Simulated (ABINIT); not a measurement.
Band structure of RbTl3 (Fm-3m, 4 atoms in the cell).

```yaml
crystal:
  lattice:
    - [0.00000, 4.18059, 4.18059]
    - [4.18059, 0.00000, 4.18059]
    - [4.18059, 4.18059, 0.00000]
  atoms:
    - { symbol: Rb, position: [0.00000, 0.00000, 0.00000] }
    - { symbol: Tl, position: [0.25000, 0.25000, 0.25000] }
    - { symbol: Tl, position: [0.75000, 0.75000, 0.75000] }
    - { symbol: Tl, position: [0.50000, 0.50000, 0.50000] }
```

Method of the run: LDA (PW92), norm-conserving pseudopotentials (PseudoDojo nc-sr-04 LDA standard) (plane waves; ABINIT).

Settings: pseudos = [Rb.upf, Tl.upf]; ecut = 62 Ry; occopt = 7; tsmear = 0.1 eV; ngkpt = 7 7 7; nshiftk = 1; shiftk = 0 0 0; potentials = PseudoDojo nc-sr-04 LDA standard; kptopt = 1; nstep = 60; toldfe1 = 1e-09 Ha; ndtset = 2; getden2 = 1.

The starting cell comes from a database of computed structures (which also holds hypothetical and non-ambient phases and stackings), without a prior relaxation at this level. Its lattice was rescaled by a random factor within 2.5 % of one. Spin-orbit coupling is off.

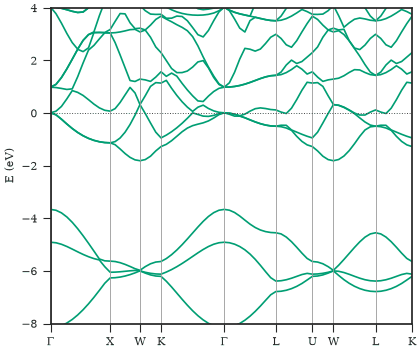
Fig. 1. Bands along the path, energies from the Fermi level.

Levels in eV from the Fermi level, bands 21 to 28:
```
point     21     22     23     24    25    26    27    28
-----  -----  -----  -----  -----  ----  ----  ----  ----
Γ      -4.91  -3.66   0.01   0.01  0.01  0.98  0.98  0.98
X      -6.05  -5.63  -1.13  -1.13  0.07  3.05  3.05  3.18
W      -6.00  -5.98  -1.81   0.32  0.32  1.29  3.09  3.23
K      -6.12  -5.64  -1.27  -0.94  1.14  1.57  2.30  3.68
L      -6.39  -4.55  -0.50  -0.50  0.12  1.44  1.44  3.00
U      -6.12  -5.64  -1.27  -0.94  1.14  1.57  2.30  3.68
```

Bands cross the Fermi level along this path, so the cell is metallic at this level.
